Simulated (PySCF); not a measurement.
# C9H20GeN2: the cost of one run

Programs: PySCF 2.14.0, with routines of our own; each step states its level. All values are computed. Atoms count from 0.

## Step 1: The system as given

32 atoms, charge 0, multiplicity 1; geometry from: GFN2-xTB.

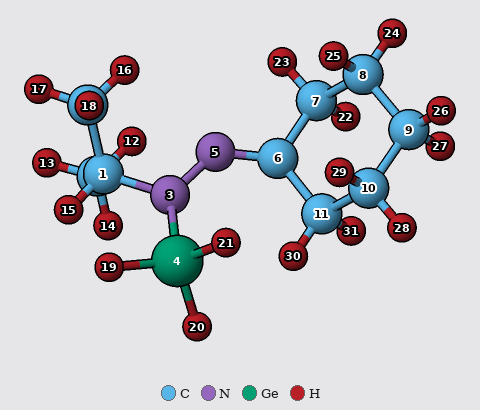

The starting geometry (carbon blue, nitrogen purple, germanium teal, hydrogen red).

## Step 2: Magnetic properties: GIAO B3LYP/pcSseg-1

Job settings and geometry (Å):

```
{"job": {"kind": "mag", "xc": "B3LYP", "basis": "pcSseg-1", "isotopologues": 0}, "charge": 0, "multiplicity": 1}
C     -3.002948     1.535182    -0.713819
C     -2.692083     0.563439     0.421605
C     -2.458271     1.305047     1.734225
N     -1.532108    -0.261161     0.075921
Ge    -1.699165    -2.086170     0.207429
N     -0.438951     0.519966    -0.062631
C      0.689228     0.202682    -0.535863
C      1.747151     1.272555    -0.506434
C      2.929561     0.787131     0.337122
C      3.476530    -0.526539    -0.213514
C      2.382309    -1.589693    -0.257296
C      1.199160    -1.099038    -1.093966
H     -2.162668     2.209259    -0.857469
H     -3.892604     2.114705    -0.480448
H     -3.172031     0.987947    -1.639095
H     -3.542931    -0.118822     0.539981
H     -1.568621     1.922034     1.644455
H     -3.311431     1.934980     1.971143
H     -2.308567     0.591057     2.542176
H     -2.955982    -2.305910     0.996448
H     -1.840323    -2.753637    -1.142604
H     -0.532636    -2.687024     0.937593
H      2.091260     1.478455    -1.524015
H      1.328754     2.188110    -0.088094
H      3.715197     1.545771     0.345942
H      2.594188     0.637432     1.365943
H      4.304095    -0.874664     0.408924
H      3.862142    -0.364402    -1.223411
H      2.778344    -2.516647    -0.679782
H      2.040485    -1.801775     0.760061
H      0.417985    -1.862619    -1.137290
H      1.539712    -0.916047    -2.118220
```

With the program's defaults for keys left out, this is: GIAO B3LYP/pcSseg-1 magnetisability, rotational g tensor and spin-rotation constants, non-relativistic, gas phase.

Started as:

```console
$ OMP_NUM_THREADS=1 python excited_run.py task.json out
```

One launch serves the whole session: the jobs run in the order shown.

**Question.** How long does this first job take on 1 thread of AMD EPYC, shared host, and how much memory does it need?

About 8.5 min, with a peak of 2.1 GiB.
